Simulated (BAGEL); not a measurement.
**[BF4]− (tetrafluoroborate): HF/3-21G (density fitting with qzvpp-jkfit)**

Aim: the vertical ionisation energy of [BF4]− (tetrafluoroborate) at HF/3-21G (density fitting with qzvpp-jkfit), from 2 runs. 

The calculation is run with BAGEL 1.2.2.

2 further runs of the same task are left out: 2 that didn't finish. Runs told in other sessions of the task aren't counted.

**1. The molecule**

The species is [BF4]− (5 atoms), meant as a singlet with charge -1. SMILES: `F[B-](F)(F)F`. The coordinates come from a PBE0-D4/def2-TZVPD relaxation.

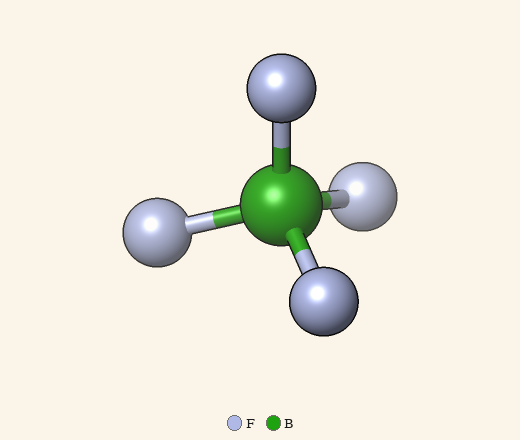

The structure, seen from a chosen angle (fluorine light blue, boron green).

**2. The energy at HF/3-21G (density fitting with qzvpp-jkfit)**

File calc.json:

```json
{ "bagel": [

{
  "title": "molecule",
  "basis": "3-21g",
  "df_basis": "qzvpp-jkfit",
  "angstrom": true,
  "geometry": [
    { "atom": "F", "xyz": [      -0.057100,      -0.040200,       1.404000 ] },
    { "atom": "B", "xyz": [       0.000000,       0.000000,       0.000100 ] },
    { "atom": "F", "xyz": [       0.948900,      -0.931000,      -0.457200 ] },
    { "atom": "F", "xyz": [      -1.262500,      -0.319100,      -0.529700 ] },
    { "atom": "F", "xyz": [       0.370700,       1.290300,      -0.417200 ] }
  ]
},

{
  "title": "hf",
  "charge": -1
},

{
  "title": "print",
  "file": "orbitals.molden",
  "orbitals": true
}

]}
```

On the command line:

```
$ BAGEL_NUM_THREADS=1 BAGEL calc.json > calc.out
```

Output:

```text
* using 1 threads per process

  ===============================================================
  ===============================================================

  *** Geometry ***

  { "atom" : "F", "xyz" : [     -0.107903,     -0.075967,      2.653175 ] },
  { "atom" : "B", "xyz" : [      0.000000,      0.000000,      0.000189 ] },
  { "atom" : "F", "xyz" : [      1.793161,     -1.759335,     -0.863983 ] },
  { "atom" : "F", "xyz" : [     -2.385779,     -0.603012,     -1.000988 ] },
  { "atom" : "F", "xyz" : [      0.700521,      2.438314,     -0.788394 ] },

  Number of auxiliary basis functions:      383

  Since a DF basis is specified, we compute 2- and 3-index integrals:
    o Being stored without compression. Storage requirement is 0.006 GB

  Number of basis functions:       45
  Number of electrons      :       41

    * METHOD: MOLECULE                             0.06

  *** RHF ***

  === Nuclear Repulsion ===
   179.7866690649

      * DIIS with orbital gradients will be used.

  === RHF iteration (3-21g) ===
      0       -420.27513731          0.03955582           0.02
      1       -420.44176665          0.02022859           0.02
      2       -420.49191032          0.00080131           0.02
      3       -420.49210226          0.00006798           0.01
      4       -420.49210400          0.00001023           0.01
      5       -420.49210404          0.00000150           0.01
      6       -420.49210404          0.00000027           0.01
      7       -420.49210404          0.00000007           0.02
      8       -420.49210404          0.00000002           0.02
      9       -420.49210404          0.00000000           0.01
    * SCF iteration converged.

    * Permanent dipole moment:
           (   -0.000012,     0.000024,    -0.000501) a.u.

    * METHOD: HF                                   0.19

    * METHOD: PRINT                                0.00

  ===============================================================
```

Run time: 0.4 s. Hardware: 1 thread of Intel Xeon 6975P-C (Granite Rapids), shared host; peak memory 0.08 GiB.

**3. Doublet neutral BF4, same level**

File hf.json:

```json
{ "bagel" : [

{
  "title" : "molecule",
  "basis" : "3-21g",
  "df_basis" : "qzvpp-jkfit",
  "angstrom" : "true",
  "geometry" : [
    { "atom" : "F", "xyz" : [   -0.057100,   -0.040200,    1.404000 ] },
    { "atom" : "B", "xyz" : [    0.000000,    0.000000,    0.000100 ] },
    { "atom" : "F", "xyz" : [    0.948900,   -0.931000,   -0.457200 ] },
    { "atom" : "F", "xyz" : [   -1.262500,   -0.319100,   -0.529700 ] },
    { "atom" : "F", "xyz" : [    0.370700,    1.290300,   -0.417200 ] }
  ]
},
{ "title" : "uhf", "nopen" : 1 },
{ "title" : "print", "file" : "orbitals.molden", "orbitals" : "true" }

]}
```

On the command line:

```
$ BAGEL_NUM_THREADS=1 BAGEL hf.json > hf.out
```

Output:

```text
* using 1 threads per process

  ===============================================================
  ===============================================================

  *** Geometry ***

  { "atom" : "F", "xyz" : [     -0.107903,     -0.075967,      2.653175 ] },
  { "atom" : "B", "xyz" : [      0.000000,      0.000000,      0.000189 ] },
  { "atom" : "F", "xyz" : [      1.793161,     -1.759335,     -0.863983 ] },
  { "atom" : "F", "xyz" : [     -2.385779,     -0.603012,     -1.000988 ] },
  { "atom" : "F", "xyz" : [      0.700521,      2.438314,     -0.788394 ] },

  Number of auxiliary basis functions:      383

  Since a DF basis is specified, we compute 2- and 3-index integrals:
    o Being stored without compression. Storage requirement is 0.006 GB

  Number of basis functions:       45
  Number of electrons      :       41

    * METHOD: MOLECULE                             0.06

  *** Open-shell HF ***

  === Nuclear Repulsion ===
   179.7866690649

      * DIIS with orbital gradients will be used.

  === UHF iteration (3-21g) ===
      0       -420.03994569          0.06085145           0.03
      1       -420.16272920          0.03110805           0.03
      2       -420.18682763          0.01571191           0.03
      3       -420.19487580          0.00077698           0.03
      4       -420.19511056          0.00063181           0.03
      5       -420.19520404          0.00054305           0.03
      6       -420.19516225          0.00047891           0.03
      7       -420.19505870          0.00039333           0.03
      8       -420.19501636          0.00009717           0.03
      9       -420.19502544          0.00008532           0.03
     10       -420.19502753          0.00007968           0.03
     11       -420.19503386          0.00009805           0.03
     12       -420.19503292          0.00009532           0.03
     13       -420.19503304          0.00008774           0.03
     14       -420.19503488          0.00008229           0.03
     15       -420.19503749          0.00008766           0.03
[... 60 lines of this table left out ...]
     76       -420.19504839          0.00000002           0.03
     77       -420.19504839          0.00000002           0.03
     78       -420.19504839          0.00000002           0.03
     79       -420.19504839          0.00000002           0.03
     80       -420.19504839          0.00000002           0.03
     81       -420.19504839          0.00000002           0.03
     82       -420.19504839          0.00000001           0.03
     83       -420.19504839          0.00000001           0.03
    * SCF iteration converged.

    * S^2 (UHF) is 0.7754

    * Permanent dipole moment:
           (   -0.026998,    -0.018913,     0.661608) a.u.

    * METHOD: UHF                                  2.38

    * METHOD: PRINT                                0.00

  ===============================================================
```

It took 2.6 s on 1 thread of Intel Xeon 6975P-C (Granite Rapids), shared host; peak memory 0.08 GiB.

**4. What came out**

Level: HF/3-21G (density fitting with qzvpp-jkfit).

| quantity | value |
| --- | --- |
| singlet [BF4]−: total energy | -420.49210 Eh |
| singlet [BF4]−: HOMO energy | -9.20 eV |
| singlet [BF4]−: LUMO energy | 18.21 eV |
| singlet [BF4]−: HOMO–LUMO gap (to an unbound level, set by the basis) | 27.41 eV |
| doublet neutral BF4: total energy | -420.19505 Eh |
| doublet neutral BF4: dipole moment | 1.68 D |
| doublet neutral BF4: ⟨S²⟩ | 0.775 |
| vertical detachment energy (to the doublet neutral) | 8.083 eV |

What this shows: Removing an electron at fixed nuclei costs 8.08 eV (186 kcal/mol). The negative HOMO energy of the first species, 9.20 eV, lies 1.11 eV above that difference.
